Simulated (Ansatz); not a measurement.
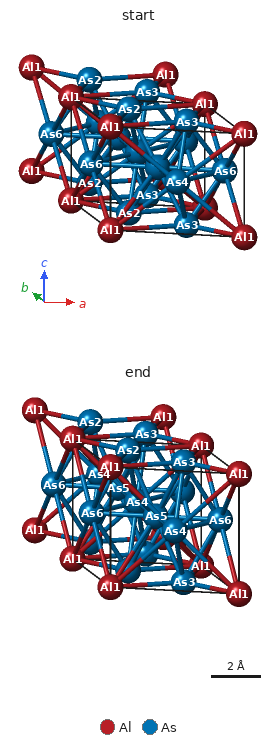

The structure of a crystal of AlAs₅ (a generated structure, set up in P6/mmm) (coarse preliminary run) before (top) and after (bottom) a relaxation, at one scale.

The picture is a ball-and-stick view of the cell of the calculation, repeated 1 × 2 × 1 with one cell outlined, seen slightly off an axis.

Method: DFT PBE, scalar-relativistic, plane waves, PAW (Ansatz 0.2.0). (plane-wave cutoff 420 eV; k-point mesh 6 × 6 × 4; occupations gaussian; smearing width 0.1 eV; no spin polarisation; cell and atoms relaxed; force threshold 0.04 eV/Å; at most 70 steps)

Q: Summarise the run.

A: The energy falls by 0.634 eV per cell of the calculation in 6 accepted moves (7 points after the start). All forces vanish by symmetry, so only the cell relaxes. The pressure goes from 6.48 to 0.11 GPa. The SCF was repeated once at an unchanged geometry on a basis and grid sized afresh for the cell, which shifted the energy by 13.8 meV per cell of the calculation at most. The atoms keep their places relative to the cell (all moves are under 0.005 Å). The drawn cell changes as follows: a = b 5.644 → 5.421 Å (−4.0 %), c 4.358 → 5.055 Å (+16.0 %); the volume changes by +7.0 %. Near-neighbour distances that change, for instance: As2–As4 2.721 → 2.973 Å, Al1–As4 3.566 → 3.706 Å, Al1–As2 3.259 → 3.130 Å, As4–As5 2.822 → 2.710 Å. Bond angles that change, for instance: As4–As3–As4 106.4° → 116.5°, As4–As3–As5 145.2° → 149.5°. The space group stays P6/mmm (No. 191). Cost: 30 s on 1 thread of Intel(R) Xeon(R) 6975P-C (Granite Rapids) (shared host), peak memory 0.5 GiB.
